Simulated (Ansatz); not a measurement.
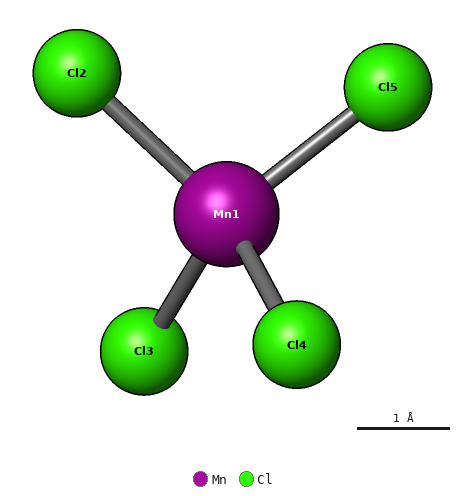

Fig. 1: The structure as given in the input (ball-and-stick view, seen at a tilt; atoms are numbered from 1 in the order of the input). Sticks mark near contacts.

# MnCl4: one change and its effect

System: MnCl4, charge −1, multiplicity 3.
Method of run 1: UKS PBE-D4/def2-SVPD (Ansatz 0.2.0).

The geometry: PBE-D4/def2-SVPD start. Text and figures count atoms from 1; the logs count them from 0 in places.

**The input, run 1**
```yaml
crystal:
  periodic: [false, false, false]
  atoms:
    - {symbol: Mn, position_ang: [-0.000013, -0.000008, 0.000003]}
    - {symbol: Cl, position_ang: [0.256650, -0.436719, 2.188759]}
    - {symbol: Cl, position_ang: [2.145742, 0.433059, -0.505365]}
    - {symbol: Cl, position_ang: [-0.959942, 1.651580, -1.182377]}
    - {symbol: Cl, position_ang: [-1.442427, -1.647922, -0.501031]}
basis:
  gaussian: {orbitals: def2-SVPD}
total_charge: -1
magnetization: {spin_polarized: true, initial_magnetization: 2}
hamiltonian: {xc: pbe, dispersion: d4}
scf: {lower_state_search: "off"}
output: {orbitals: {seedname: orbitals}}
relax: {f_tol: 0.02, max_steps: 100}
```

Command:
```bash
ansatz run in.yaml --threads 4 --pin off --events-out ev --progress --plain --max-ram 8704MiB
```

Hardware: 4 threads of Arm Neoverse V1, 23 GiB of memory available, shared host.

**Output, shortened to warnings, some set-up lines, iterations and results (run 1)**
```
[...]
mean field evaluation 1: about -81369.2037 eV, gradient 2.7e1 eV
mean field evaluation 2: about -81105.7779 eV, gradient 2.3e2 eV
mean field evaluation 4: about -81365.4885 eV, gradient 4.4e1 eV
mean field evaluation 8: about -81372.5924 eV, gradient 3.9e0 eV
mean field evaluation 16: about -81373.0233 eV, gradient 3.9e-2 eV
relax step   1: F+E_penalty+E_count = -81373.26449912 eV  Δ(F+E_penalty+E_count) = +0.000e0 eV  max|allowed force component| = 2.613e-1 eV/Å  Δτ_max = 0.0000 Å  (98 SCF …
relax step   2: F+E_penalty+E_count = -81373.28135970 eV  Δ(F+E_penalty+E_count) = -1.686e-2 eV  max|allowed force component| = 1.065e-1 eV/Å  Δτ_max = 0.0415 Å  (44 SCF …
mean field evaluation 32: about -81373.0549 eV, gradient 4.6e0 eV
relax step   3: F+E_penalty+E_count = -81373.28956093 eV  Δ(F+E_penalty+E_count) = -8.201e-3 eV  max|allowed force component| = 1.680e-2 eV/Å  Δτ_max = 0.0726 Å  (50 SCF …
relax step   4: F+E_penalty+E_count = -81373.28970935 eV  Δ(F+E_penalty+E_count) = -1.484e-4 eV  max|allowed force component| = 2.750e-3 eV/Å  Δτ_max = 0.0123 Å  (53 SCF …
Total energy: -81373.28975430 eV, -2990.4132416736 hartree
Atom 0 at    -0.027105     0.050251     0.041123 Å, force    -0.002750     0.000819    -0.000261 eV/Å
Atom 1 at     0.235399    -0.402118     2.205129 Å, force     0.002591    -0.000400     0.001968 eV/Å
Atom 2 at     2.091587     0.330221    -0.551349 Å, force     0.002140    -0.000977     0.001272 eV/Å
Atom 3 at    -0.972840     1.676673    -1.149175 Å, force    -0.001610     0.000971    -0.001725 eV/Å
Atom 4 at    -1.327032    -1.655037    -0.545739 Å, force    -0.000372    -0.000413    -0.001255 eV/Å
Dipole moment:    -0.012146     0.033060     0.024785 e Å
Checks for a lower state left out: stability, starts, cluster_reference, orbital_swaps, neighbouring_geometries, increment
```

The input of run 2 differs as follows (lines with − go, lines with + come):
```diff
-magnetization: {spin_polarized: true, initial_magnetization: 2}
```

How does run 2 compare with run 1?

With the same method and basis, run 2 lies 15.2 kcal/mol higher. The HOMO goes from −1.27 to −0.75 eV. The LUMO goes from −0.81 to −0.11 eV. On the same kind of shared host run 2 took about 0.44 times as long.

**Output, shortened to warnings, some set-up lines, iterations and results (run 2)**
```
[...]
mean field evaluation 1: about -81369.0022 eV, gradient 3.6e1 eV
mean field evaluation 2: about -81121.6555 eV, gradient 3.3e2 eV
mean field evaluation 4: about -81362.8781 eV, gradient 7.5e1 eV
mean field evaluation 8: about -81371.9769 eV, gradient 1.3e-1 eV
relax step   1: F+E_penalty+E_count = -81372.14770906 eV  Δ(F+E_penalty+E_count) = +0.000e0 eV  max|allowed force component| = 6.780e-1 eV/Å  Δτ_max = 0.0000 Å  (39 SCF …
mean field evaluation 16: about -81372.2822 eV, gradient 9.6e-2 eV
relax step   2: F+E_penalty+E_count = -81372.44462830 eV  Δ(F+E_penalty+E_count) = -2.969e-1 eV  max|allowed force component| = 4.196e-1 eV/Å  Δτ_max = 0.1947 Å  (25 SCF …
relax step   3: F+E_penalty+E_count = -81372.60895033 eV  Δ(F+E_penalty+E_count) = -1.643e-1 eV  max|allowed force component| = 1.684e-1 eV/Å  Δτ_max = 0.2000 Å  (25 SCF …
mean field evaluation 32: about -81372.4634 eV, gradient 7.6e-3 eV
relax step   4: F+E_penalty+E_count = -81372.63195775 eV  Δ(F+E_penalty+E_count) = -2.301e-2 eV  max|allowed force component| = 2.089e-2 eV/Å  Δτ_max = 0.1081 Å  (24 SCF …
relax step   5: F+E_penalty+E_count = -81372.63221738 eV  Δ(F+E_penalty+E_count) = -2.596e-4 eV  max|allowed force component| = 2.144e-3 eV/Å  Δτ_max = 0.0102 Å  (18 SCF …
Total energy: -81372.63226275 eV, -2990.3890793051 hartree
Atom 0 at     0.000009     0.000003    -0.000004 Å, force    -0.000052    -0.000040     0.000011 eV/Å
Atom 1 at     0.009471    -0.011347     2.170372 Å, force    -0.000155     0.000357    -0.002144 eV/Å
Atom 2 at     2.043251     0.008202    -0.732015 Å, force    -0.002063    -0.000330     0.000570 eV/Å
Atom 3 at    -1.029718     1.773573    -0.710540 Å, force     0.000948    -0.001652     0.001048 eV/Å
Atom 4 at    -1.023003    -1.770441    -0.727824 Å, force     0.001322     0.001665     0.000514 eV/Å
Dipole moment:     0.000004     0.000003    -0.000001 e Å
Checks for a lower state left out: stability, starts, cluster_reference, orbital_swaps, neighbouring_geometries, increment
```

**The two runs side by side**

```tsv
quantity	run 1	run 2
outcome	converged	converged
total energy (hartree)	−2990.413242	−2990.389079
HOMO (eV)	−1.27	−0.75
LUMO (eV)	−0.81	−0.11
⟨S²⟩	2.934	–
largest force (eV/Å)	0.003	0.002
basis functions	142	142
wall time (shared host)	17 s	7.5 s
```

For run 1: ⟨S²⟩ is 2.93 against 2.00 for a pure state: the solution is spin-contaminated.
